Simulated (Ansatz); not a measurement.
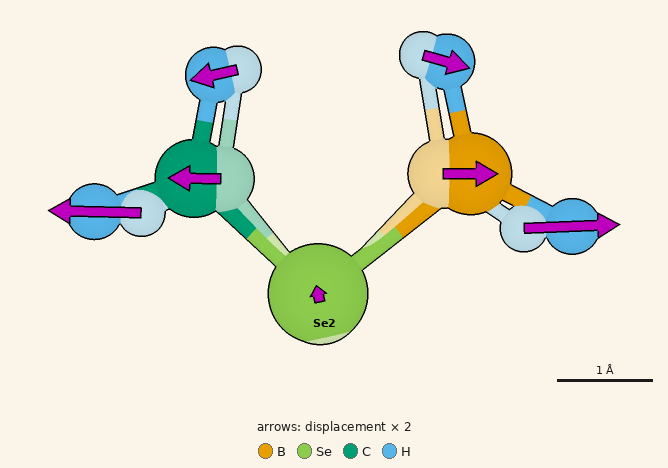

A relaxation of CH$_{4}$BSe (charge +1). The starting structure is drawn faded, the final one solid; purple arrows show the displacements, magnified 2 times. The two geometries are superimposed by the best rigid fit.

The picture is a ball-and-stick view, seen face on.

It is one of the separated reactants of a reaction.

All numbers below come from Ansatz, RKS PBE-D4/def2-SVP.

The input:
```yaml
crystal:
  periodic: [false, false, false]
  atoms:
    - {symbol: B, position_ang: [-1.065457, 0.111476, -0.509526]}
    - {symbol: Se, position_ang: [0.058728, -1.341805, -0.154155]}
    - {symbol: C, position_ang: [1.027848, -0.146995, 0.486229]}
    - {symbol: H, position_ang: [-1.847630, -0.382165, -0.963862]}
    - {symbol: H, position_ang: [-0.847948, 1.328023, -0.234711]}
    - {symbol: H, position_ang: [1.772479, -0.574327, 0.794303]}
    - {symbol: H, position_ang: [0.901980, 1.005792, 0.581722]}
basis:
  gaussian: {orbitals: def2-SVP}
total_charge: 1
hamiltonian: {xc: pbe, dispersion: d4}
relax: {f_tol: 0.03, max_steps: 250}
```

Launched with:
```bash
ansatz run in.yaml --threads 2 --pin off --events-out ev --progress --plain --max-ram 4352MiB
```

Q: Atoms of which element are displaced furthest, and by how much?

A: Hydrogen: up to 0.51 Å, against 0.30 Å for boron.

Q: What did the optimiser do to the structure, and how much energy did it gain?

A: The atom that moves furthest after the best rigid fit is H4 (0.51 Å). By element the largest moves are H 0.51 Å, B 0.30 Å, C 0.29 Å, Se 0.10 Å. Some distances before and after: Se2–H6 2.104 → 2.509 Å, C3–H6 0.912 → 1.107 Å, B1–H4 1.030 → 1.204 Å, B1–Se2 1.871 → 2.044 Å. Among the angles between lasting bonds that change: B1–Se2–C3 82.3° → 99.0°, Se2–B1–H4 99.7° → 114.5°, Se2–C3–H6 105.6° → 118.7°. The energy falls by 300.4 kJ/mol in 6 accepted moves (7 points after the start). The largest force component goes from 10 to 0.015 eV/Å. The line search rejected the trial step at point 5 of the run.
